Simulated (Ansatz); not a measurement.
# SO2 (SMILES O=S=O) at B2PLYP/def2-TZVPP

Aim: the electronic atomisation energy of SO2 at B2PLYP/def2-TZVPP, from 3 runs. 

The results are computed with Ansatz 0.2.0.

41 further runs of the same task are left out: 1 that didn't finish, 40 set aside as unsound or not needed.

## (1) Starting point

SO2 has 3 atoms, charge 0, and is taken as a singlet. SMILES: `O=S=O`. The coordinates come from a PBE0-D4/def2-TZVP relaxation.

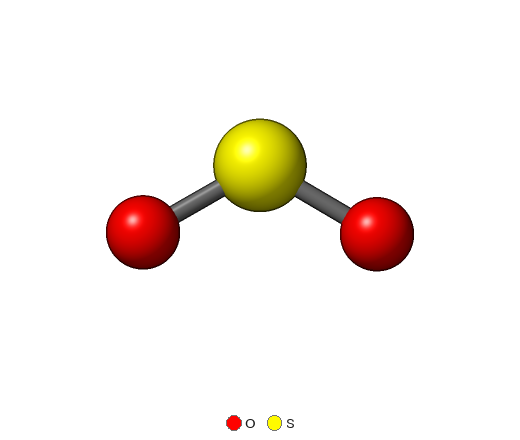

Viewed from a chosen angle; oxygen red, sulfur yellow.

## (2) A single-point energy at B2PLYP/def2-TZVPP

Contents of run.yaml:

```yaml
crystal:
  periodic: [false, false, false]
  atoms:
    - {symbol: O, position_ang: [-0.974420, 0.645900, -0.459510]}
    - {symbol: S, position_ang: [0.269520, 0.357380, 0.186790]}
    - {symbol: O, position_ang: [0.704900, -1.003280, 0.272720]}
basis:
  gaussian:
    orbitals: def2-TZVPP
correlation:
  frozen_orbitals: {O: 1, S: 5}
output: {orbitals: {seedname: orbitals}}
accuracy: high
hamiltonian:
  xc: {name: B2PLYP}
magnetization:
  spin_polarized: false
  initial_magnetization: 0
```

On the command line:

```sh
$ ansatz run run.yaml --threads 1 --pin off --max-ram 3480MiB --events-out events.jsonl --progress --plain --runs-dir runs
```

Log:

```text
Warning: RAYON_NUM_THREADS=1 ignored (pool sized by the plan → 1); use --threads N
Functional definition: B2PLYP
  name "B2PLYP"
  parameter a = 0.53
  parameter c = 0.27
  exchange = (1 - a)*b88_x + a*exact_x
  correlation = (1 - c)*lyp_c + c*(mp2_os + mp2_ss)
1620 factors; integrals over basis functions are off by at most 3.2e-9 eV
mean field evaluation 1: about -14913.8693 eV, gradient 5.8e1 eV
mean field evaluation 2: about -14913.8745 eV, gradient 5.8e1 eV
mean field evaluation 4: about -14919.3570 eV, gradient 2.6e0 eV
mean field evaluation 8: about -14919.3723 eV, gradient 1.2e-1 eV
mean field evaluation 16: about -14919.3724 eV, gradient 5.4e-5 eV
mean field -14919.37243477 eV, -548.2768242639 hartree, gradient 2.0e-8 eV, S^2 0.000000; 0 other end points of the search recorded, 0 dependent functions left out
7 core orbitals not correlated: weight in the atoms' cores, before any rotation towards them, 1.000 or more for the frozen orbitals, at most 0.000 for the correlated occupied ones
reference -14919.37245250 eV, -548.2768249157 hartree; 9, 9 occupied and 88, 88 virtual orbitals, 1620 factors
second order -22.11926372 eV of doubles, -0.00000000 eV of singles
Total energy: -14925.34465371 eV, -548.4962992618 hartree
```

Wall time 6.3 s (1 thread of Arm Neoverse V1, shared host); peak memory 0.24 GiB.

## (3) The O atom, same level

Contents of molecule.yaml:

```yaml
crystal:
  periodic: [false, false, false]
  atoms:
    - {symbol: O, position_ang: [0.000000, 0.000000, 0.000000]}
basis:
  gaussian:
    orbitals: def2-TZVPP
magnetization:
  spin_polarized: true
  initial_magnetization: 2
hamiltonian:
  xc: {name: B2PLYP}
correlation:
  frozen_orbitals: {O: 1}
accuracy: high
```

Run the same way, it converges to -75.05191 Eh (log not shown).

## (4) The S atom at the same level

Contents of in.yaml:

```yaml
crystal:
  periodic: [false, false, false]
  atoms:
    - {symbol: S, position_ang: [0.000000, 0.000000, 0.000000]}
basis:
  gaussian:
    orbitals: def2-TZVPP
magnetization:
  spin_polarized: true
  initial_magnetization: 2
hamiltonian:
  xc: {name: B2PLYP}
correlation:
  frozen_orbitals: {S: 5}
accuracy: high
```

On the command line:

```sh
$ ansatz run in.yaml --threads 1 --pin off --max-ram 3480MiB --events-out events.jsonl --progress --plain --runs-dir runs
```

Log (excerpt; [...] marks lines left out):

```text
Warning: RAYON_NUM_THREADS=1 ignored (pool sized by the plan → 1); use --threads N
Functional definition: B2PLYP
  name "B2PLYP"
[...]
413 factors; integrals over basis functions are off by at most 2.6e-9 eV
[...]
mean field -10828.81087368 eV, -397.9514595760 hartree, gradient 9.9e-8 eV, S^2 2.006055; 0 other end points of the search recorded, 0 dependent functions left out
5 core orbitals not correlated: weight in the atoms' cores, before any rotation towards them, 1.000 or more for the frozen orbitals, at most 0.000 for the correlated occupied ones
reference -10828.81088760 eV, -397.9514600875 hartree; 4, 2 occupied and 33, 35 virtual orbitals, 413 factors
second order -3.92700879 eV of doubles, -0.00000000 eV of singles
Total energy: -10829.87117997 eV, -397.9904251136 hartree
```

Run time: 1.1 s. Hardware: 1 thread of Arm Neoverse V1, shared host; peak memory 0.093 GiB.

## (5) What came out

Level: B2PLYP/def2-TZVPP, 7 core orbitals frozen.

| quantity | value |
| --- | --- |
| molecule: total energy | -548.49630 Eh |
| molecule: HOMO energy (SCF part's orbitals) | -11.03 eV |
| molecule: LUMO energy (SCF part's orbitals) | -1.98 eV |
| molecule: HOMO–LUMO gap (SCF part's orbitals) | 9.06 eV |
| O atom: total energy | -75.05191 Eh |
| O atom: ⟨S²⟩ | 2.005 |
| S atom: total energy | -397.99043 Eh |
| S atom: ⟨S²⟩ | 2.006 |
| electronic atomisation energy | 10.941 eV |

What this shows: Taking the molecule apart into free atoms costs 10.94 eV (1056 kJ/mol), before zero-point energy and without spin-orbit coupling.
